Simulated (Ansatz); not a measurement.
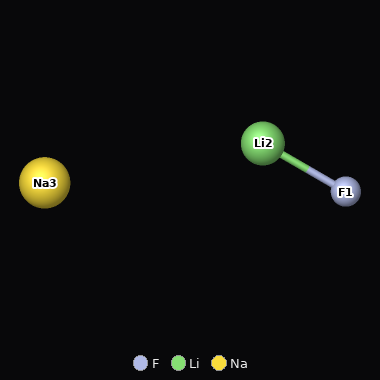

The system is F + LiNa, spin multiplicity 2; the picture shows the reference structure. 
- Coordinates scanned: (1) distance F1–Li2; (2) distance Li2–Na3.
- Nothing is relaxed (the angle F1–Li2–Na3 is fixed at 140 degrees).
- Grid: 9 × 9 points.
- Energies are in kJ/mol, from the lowest grid point.
- The D4 coefficients can switch as the alkali atoms part, which puts small steps into the map.
- These are results of UKS PBE-D4/def2-SVPD (Ansatz 0.2.0), not measurements.

Its coordinates:

```yaml
atoms:
  - { symbol: F, position_ang: [-1.6110, 0.0000, 0.0000] }
  - { symbol: Li, position_ang: [0.0000, 0.0000, 0.0000] }
  - { symbol: Na, position_ang: [2.8321, 2.3764, 0.0000] }
```

Range: distance F1–Li2 from 1.504 to 3.104 Å; distance Li2–Na3 from 2.352 to 3.952 Å.

Predict the map.

The lowest grid point is at distance F1–Li2 = 1.611 Å, distance Li2–Na3 = 3.697 Å. The highest grid point, distance F1–Li2 = 3.104 Å, distance Li2–Na3 = 2.352 Å, lies 295 kJ/mol above the lowest.

| distance Li2–Na3 ↓, distance F1–Li2 → | 1.504 | 1.611 | 1.768 | 1.951 | 2.154 | 2.372 | 2.605 | 2.849 | 3.104 |
| --- | --- | --- | --- | --- | --- | --- | --- | --- | --- |
| 3.952 | 8 | 1 | 16 | 49 | 92 | 133 | 172 | 211 | 244 |
| 3.697 | 7 | 0 | 14 | 47 | 90 | 134 | 171 | 207 | 239 |
| 3.453 | 8 | 1 | 14 | 47 | 90 | 135 | 177 | 214 | 245 |
| 3.220 | 9 | 2 | 16 | 48 | 91 | 136 | 178 | 216 | 247 |
| 3.002 | 13 | 6 | 19 | 52 | 94 | 139 | 181 | 218 | 249 |
| 2.799 | 19 | 12 | 26 | 59 | 101 | 146 | 188 | 225 | 256 |
| 2.616 | 28 | 22 | 36 | 69 | 112 | 157 | 200 | 236 | 267 |
| 2.459 | 40 | 34 | 49 | 82 | 126 | 171 | 214 | 251 | 282 |
| 2.352 | 50 | 44 | 60 | 94 | 138 | 184 | 227 | 265 | 295 |

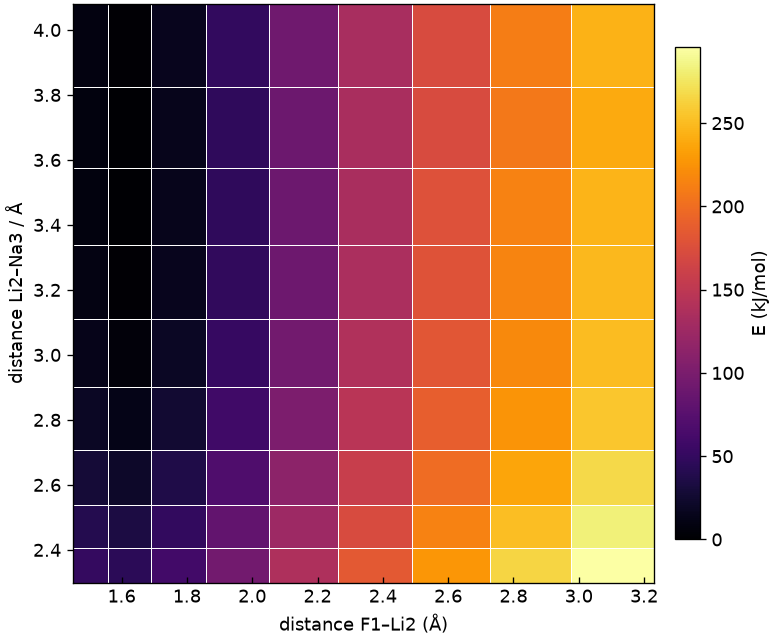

Drawn: one coloured cell a grid point.

Time for the 81 points that were run: 9 min on 1 thread of Arm Neoverse V2, with other jobs on the host.
